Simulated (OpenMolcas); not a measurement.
**ClH (hydrogen chloride) at MP2/MIDI**

Wanted: a geometry optimisation of ClH (hydrogen chloride). 

Program for the calculation: OpenMolcas 26.06.

### 1 The system as given

ClH: 2 atoms, total charge 0, spin state singlet. SMILES: `Cl`. The shape is that of a PBE0-D4/def2-TZVP optimisation. The run starts from this shape.

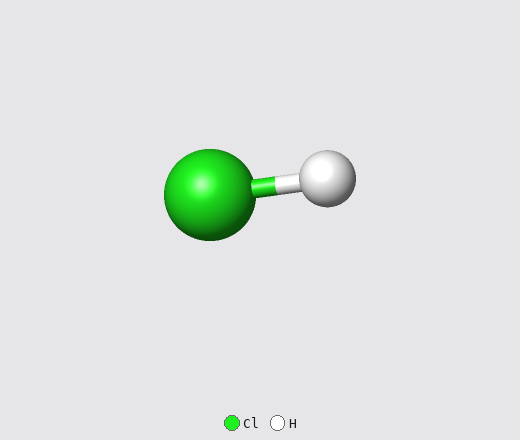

The structure, seen from a chosen angle (chlorine green, hydrogen white).

### 2 A geometry optimisation at MP2/MIDI

job.input reads:

```
* ClH MP2
>>> EXPORT MOLCAS_PRINT=2
&GATEWAY
BasLib=$CurrDir
Coord
2
angstrom
Cl       0.546000      -0.178500       0.280800
H       -0.546000       0.178500      -0.280800
Basis=MIDI
Group=NoSym
>>> EXPORT MOLCAS_MAXITER=60
>>> Do While
&SEWARD
&SCF
Iterations=54
Core
PrOrbitals=0
&MBPT2
Frozen=5
Grdt
&SLAPAF
>>> EndDo
```

The basis set MIDI is read from a file made from the Basis Set Exchange's data (not shown).

The run is started by

```bash
$ export MOLCAS_MEM=1860
$ pymolcas job.input > job.log
```

What it wrote:

```text
--- Start Module: gateway ---

                                              &GATEWAY

                       available to each process: 1.9 GB of memory, 1 thread

 Basis Set     1 Label: CL.MIDI
 Basis set is read from library:.
 basistype.tbl is not found

 Basis Set     2 Label: H.MIDI
 Basis set is read from library:.
 basistype.tbl is not found

++    Symmetry information:
      ---------------------

                    Character Table for C1

                             E
                    a        1  x, y, xy, Rz, z, xz, Ry, yz, Rx, I
--

++    Basis set information:
      ----------------------

      Basis set label: CL.MIDI.........

      Electronic valence basis set:
      ------------------
      Associated Effective Charge  17.000000 au
      Associated Actual Charge     17.000000 au
      Nuclear Model: Point charge

      Shell  nPrim  nBasis  Cartesian Spherical Contaminant
         s       9       4        X
         p       6       3        X

      Basis set label: H.MIDI.........

      Electronic valence basis set:
      ------------------
      Associated Effective Charge   1.000000 au
      Associated Actual Charge      1.000000 au
      Nuclear Model: Point charge

      Shell  nPrim  nBasis  Cartesian Spherical Contaminant
         s       3       2        X
--

[... 106 lines left out ...]
                                   SCF        iterations: Energy and convergence statistics
[... 59 lines left out ...]
      Dipole Moment (debye):
[... 62 lines left out ...]
       Second-order correlation energy      =       -0.0206374272 a.u.
[... 98 lines left out ...]
 Convergence test a la Schlegel.
[... 20 lines left out ...]
  force constant weighted redundant internal coordinates.
[... 82 lines left out ...]
WARNING!
[... 70 lines left out ...]
WARNING!
[... 39 lines left out ...]
  Geometrical information of the final structure
[... 76 lines left out ...]
      Nuclear repulsion energy =    6.78295304
[... 64 lines left out ...]
 *                                             SCF/KS-DFT Program, Final results                                             *
[... 60 lines left out ...]
      Nuclear repulsion energy =    6.78295304
[... 34 lines left out ...]
       Reference weight ( Cref**2 )         =        0.99045
[... 1 line left out ...]
::    Total MBPT2 energy                             -457.9064962942

++    Molecular properties:
      ---------------------

      Charge (e):
                      =   -0.0000
      Dipole Moment (debye):
      Origin of the operator (angstrom)=    0.5345   -0.1748    0.2749
                   X= -1.6273E+00               Y=  5.3201E-01               Z= -8.3691E-01           Total=  1.9057E+00
      Quadrupole Moment (debye*angstrom):
      Origin of the operator (angstrom)=    0.5345   -0.1748    0.2749
                  XX= -1.1593E+01              XY= -8.0823E-01              XZ=  1.2714E+00              YY= -1.3801E+01
                  YZ= -4.1566E-01              ZZ= -1.3412E+01
      In traceless form (debye*angstrom)
                  XX=  2.0132E+00              XY= -1.2123E+00              XZ=  1.9071E+00              YY= -1.2988E+00
                  YZ= -6.2349E-01              ZZ= -7.1435E-01
--

       Zeroth-order energy (E0)             =     -275.6381128824 a.u.

       Shanks-type energy S1(E)             =     -457.9064988051 a.u.

       Data processing and timing information:

       Section                                              time(sec)
                                                          CPU  Elapsed

      Input data processing                              0.08      0.08
      Transformation of integrals                        0.00      0.01
      MBPT2 calculations (BJAI)                          0.17      0.17
      Total MBPT2 calculations                           0.25      0.26

--- Stop Module: last_energy /rc=_RC_ALL_IS_WELL_ ---
--- Module last_energy spent 2 seconds ---

>>> END DO

.##################.
.# Happy landing! #.
.##################.

    Timing: Wall=11.56 User=9.04 System=2.43
```

Run time: 12 s. Hardware: 1 thread of Intel Xeon Platinum 8259CL at 2.50GHz (Skylake/Cascade Lake), shared host; peak memory 0.38 GiB.

Step by step:

```tsv
step	energy from the first frame kept (eV)	largest force (eV/Å)
0	0.0000	1.4913
1	-0.0281	0.5906
2	-0.0339	0.0043
```

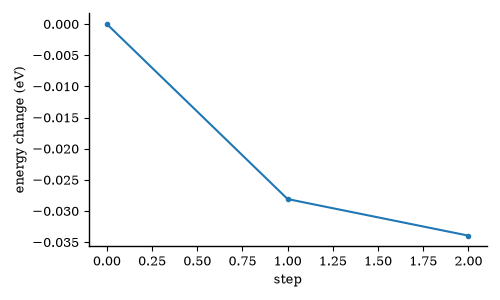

Energy along the run.

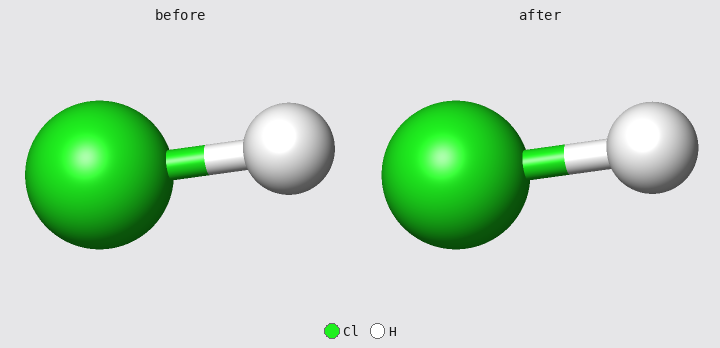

Before and after, at one scale.

After the run. Bond lengths: Cl1–H2 1.326 Å.

### 3 Outcome

Level: MP2/MIDI, 5 core orbitals frozen.

| quantity | value |
| --- | --- |
| total energy at the end | -457.90650 Eh |
| dipole moment (mean-field density) | 2.07 D |
| HOMO energy (Hartree–Fock orbitals) | -12.92 eV |
| LUMO energy (Hartree–Fock orbitals) | 4.90 eV |
| HOMO–LUMO gap (Hartree–Fock orbitals) | 17.82 eV |
| correlation energy (5 core orbitals frozen) | -21.4 mEh |
| bond length | 1.326 Å |

**Reading.** At the final geometry: Bond lengths: Cl1–H2 1.326 Å. The optimisation took 2 steps and changed the energy by -0.034 eV.
